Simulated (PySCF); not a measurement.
# CH3ClGa (SMILES [CH3][Ga][Cl]): UPBE/ma-def2-TZVP

Aim: the vertical ionisation energy of CH3ClGa at UPBE/ma-def2-TZVP, from 2 runs. Input form: a Python script.

The results are computed with PySCF 2.14.0.

## (1) The structure to begin with

The species is CH3ClGa (6 atoms), meant as a doublet with charge 0. SMILES: `[CH3][Ga][Cl]`. Geometry: relaxed at PBE0-D4/def2-TZVP.

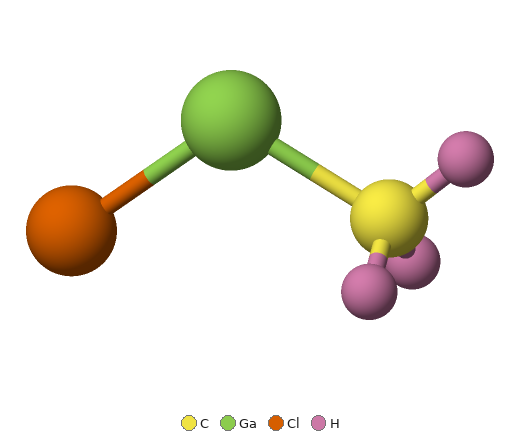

The structure, seen from a chosen angle (carbon yellow, gallium green, chlorine orange, hydrogen pink).

## (2) The energy at UPBE/ma-def2-TZVP

input.py

```python
from pyscf import gto, dft

system = gto.M(
    atom='''
C     -0.815417     0.897242    -0.620397
Ga     0.702600    -0.711860     2.446250
Cl     3.365035    -3.760366     1.641983
H     -1.784468    -0.587327    -1.676754
H      0.738883     1.640660    -1.756500
H     -2.126887     2.400897    -0.121698
''',
    basis='ma-def2-tzvp',
    verbose=4,
    spin=1,
    charge=0,
    unit='bohr',
    max_memory=1860,
)

myscf = dft.UKS(system)
myscf.xc = 'pbe'
myscf.grids.level = 4
myscf.conv_tol = 1e-10
myscf.kernel()
if not myscf.converged:
    myscf = myscf.newton().run(myscf.mo_coeff, myscf.mo_occ)

e_tot = myscf.e_tot
print('E = %.10f Eh' % e_tot)
```

Started as:

```
$ OMP_NUM_THREADS=1 python input.py
```

The log of the run:

```text
PySCF version 2.14.0

[... 58 lines left out ...]
WARN: HOMO -0.173568728922984 >= LUMO -0.17356872892298
[... 50 lines left out ...]
converged SCF energy = -2424.48488327731  <S^2> = 0.75232553  2S+1 = 2.0023242
E = -2424.4848832773 Eh
```

It took 46 s on 1 thread of Arm Neoverse V1, shared host; peak memory 0.98 GiB.

## (3) The singlet cation, same level

job.py

```python
from pyscf import gto, dft

system = gto.M(
    atom='''
C     -0.815417     0.897242    -0.620397
Ga     0.702600    -0.711860     2.446250
Cl     3.365035    -3.760366     1.641983
H     -1.784468    -0.587327    -1.676754
H      0.738883     1.640660    -1.756500
H     -2.126887     2.400897    -0.121698
''',
    unit='bohr',
    max_memory=1860,
    charge=1,
    verbose=3,
    basis='ma-def2-tzvp',
)

mf = dft.RKS(system)
mf.xc = 'pbe'
mf.grids.level = 4
mf.conv_tol = 1e-10
mf.kernel()
if not mf.converged:
    mf = mf.newton().run(mf.mo_coeff, mf.mo_occ)

energy = mf.e_tot
print(f'total energy: {energy:.8f} hartree')
```

Started as:

```
$ OMP_NUM_THREADS=1 python job.py
```

The log of the run:

```text
converged SCF energy = -2424.19329279303
total energy: -2424.19329279 hartree
```

It took 26 s on 1 thread of Arm Neoverse V1, shared host; peak memory 0.96 GiB.

## (4) Results

At UPBE/ma-def2-TZVP:

| quantity | value |
| --- | --- |
| doublet CH3ClGa: total energy | -2424.48488 Eh |
| doublet CH3ClGa: dipole moment | 2.60 D |
| doublet CH3ClGa: HOMO energy (highest over α and β) | -4.95 eV |
| doublet CH3ClGa: LUMO energy (lowest over α and β) | -3.84 eV |
| doublet CH3ClGa: ⟨S²⟩ | 0.752 |
| singlet cation: total energy | -2424.19329 Eh |
| singlet cation: HOMO energy | -13.27 eV |
| singlet cation: LUMO energy | -10.89 eV |
| singlet cation: HOMO–LUMO gap | 2.38 eV |
| vertical ionisation energy (to the singlet cation) | 7.935 eV |

Removing an electron at fixed nuclei costs 7.93 eV (183 kcal/mol). Only the singlet of the ionised species was computed; a triplet could lie lower. Mulliken charges (singlet cation) run from -0.35 on C1 to +0.66 on Ga2; they depend strongly on the basis.
